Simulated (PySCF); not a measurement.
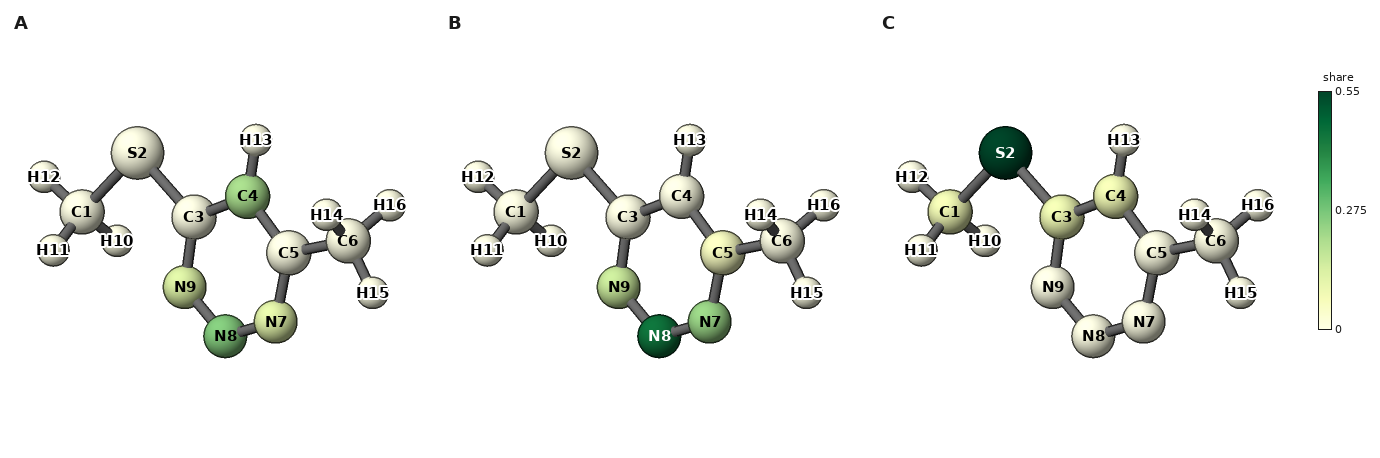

Each panel colours the atoms by their Löwdin share in one orbital (up to four of the largest shares; other atoms are shown as zero). The geometry was computed by an optimisation with GFN2-xTB. No frequency run is at hand to confirm it as a minimum. Level of theory: PBE0/def2-SVPD (PySCF 2.14.0).

The panels show the HOMO−1, HOMO, LUMO, in some order. Which is which?

A: LUMO, −1.76 eV; N8 0.26, C4 0.21, N9 0.13, N7 0.12
B: HOMO, −6.85 eV; N8 0.45, N7 0.23, N9 0.16, C5 0.06
C: HOMO−1, −7.12 eV; S2 0.55, C3 0.09, C4 0.08, C1 0.08
